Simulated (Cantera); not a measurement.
A closed system holds: 1 mol Ti, a varied amount of H₂O, 2.6 mol H₂, at 1750 °C and 0.133 bar.

Cantera equilibrium calculation (NASA polynomials, part measured and part estimated; ideal gas, pure solids and liquids). Candidate condensed phases: H₂O, Ti, TiO, TiO₂, Ti₂O₃, Ti₃O₅, Ti₄O₇; 12 gas species. TiO: taken at fixed stoichiometry. Gases not in the tables: TiO(OH)₂. Equilibrium is a limit: real reactors are often held back by kinetics, nucleation or transport.

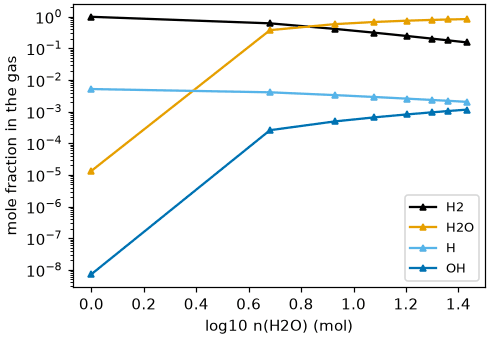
Fig. 1. Equilibrium gas composition (values under 1e-9 drawn at 1e-9)

At 1 mol H₂O the condensed part is TiO(l). From 4.8 mol H₂O to 27 mol H₂O the condensed part is TiO₂(rutile).
